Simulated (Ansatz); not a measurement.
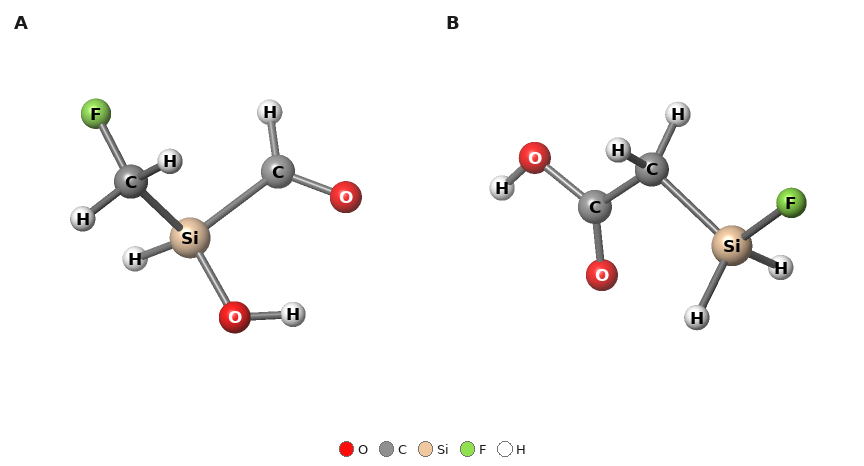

2 stationary structures of one formula. Geometries: PBE0-D4/def2-TZVP. Electronic energies: CCSD(T)/CBS (MP2 limit from def2-TZVPP and def2-QZVPP plus CCSD(T) − MP2) (Ansatz 0.2.0), without zero-point energy. No frequency run is at hand to confirm each as a minimum. Each is one conformer, not always the lowest.

**How are they related?**

They are constitutional isomers of C2H5FO2Si: A `O=C[Si@@H](O)CF`, B `O=C(O)C[SiH2]F`.

**Which structure is the most stable?**

B is lowest; A lies 45.5 kcal/mol above it.
